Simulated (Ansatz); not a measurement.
Electronic density of states of amorphous Hf$_{18}$O$_{38}$Sn, density 8.84 g/cm³, on a 2×2×2 Γ-centred mesh with a Gaussian width of 0.1 eV; energies count from the Fermi level, whose place inside the gap is arbitrary. Cell and mesh are small, so fine structure isn't converged. Level of theory: PBE, scalar-relativistic without spin-orbit coupling (plane waves to 420 eV, PAW; Ansatz, an electronic-structure program). Sampling: a 2×2×2 Γ-centred mesh; Fermi-Dirac width 0.02 eV; no spin polarisation. At PBE the levels at the filled edge of the gap are localised (band-tail or defect states).

A CHGNet melt-quench gave the starting glass, which DFT then relaxed. O atoms were pushed apart under 1.9 Å during the dynamics, to hinder bonds among them. The hot cell started wider than the set density and was brought back towards it in steps. It is the lowest in DFT energy of 2 quenches. It is a model cell: composition and starting density were chosen by hand, and all elements were melted together. No dispersion term was used. Its density started from a set value of 8.84 and ended at 8.84 g/cm³. The quench (nominally 300 K/ps over its main leg) was far faster than any real one, so the model tends to hold more defects than a real film. Values belong to this one cell and scatter from quench to quench. The volume was held where the preparation left it and the shape relaxed, at a PBE pressure of 0.2 GPa.

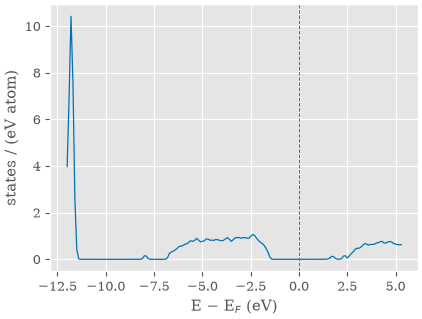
Figure. Density of states per atom

The level gap on this mesh is 3.15 eV; the broadening fills part of it in the curve.
